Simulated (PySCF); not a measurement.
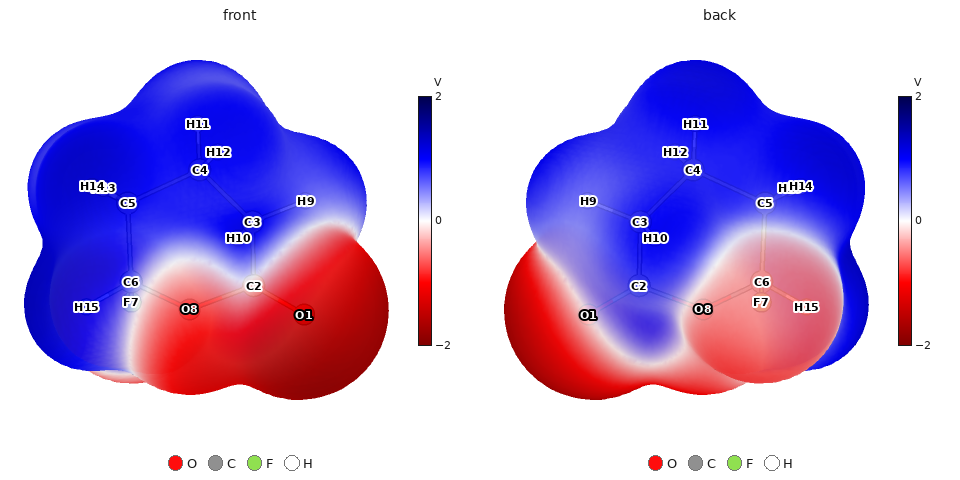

C₅H₇FO₂. The electrostatic potential painted on the density surface at 0.002 e/bohr³, seen from the front and from behind; the colour scale runs from red (negative) to blue (positive).

Geometry: PBE0-D3(BJ)/def2-SVP.

Level of theory: PBE0/def2-SVPD, SCF density, gas phase in PySCF.

```xyz
15

O    -0.9547    2.1833    1.8041
C    -0.4606    1.4768    0.9798
C    -1.1462    0.3606    0.2372
C    -0.2517   -0.8782    0.2285
C     1.1290   -0.5576   -0.3570
C     1.3852    0.9389   -0.4132
F     0.8297    1.4500   -1.5617
O     0.8644    1.6310    0.6773
H    -2.1126    0.1807    0.7238
H    -1.3367    0.7031   -0.7924
H    -0.7358   -1.6917   -0.3302
H    -0.1430   -1.2370    1.2636
H     1.9252   -1.0250    0.2401
H     1.2386   -0.9338   -1.3846
H     2.4578    1.1823   -0.4332
```

Question: Where is the surface potential most negative and most positive?

Answer: The most negative region (about −1.9 V, or −44 kcal/mol for a unit charge) lies over O1, the most positive (about +1.3 V, or +30 kcal/mol for a unit charge) over H15. O1 is the likeliest acceptor of a hydrogen bond.

Question: How polar is the molecule by this calculation?

Answer: Its dipole moment is 4.58 D.
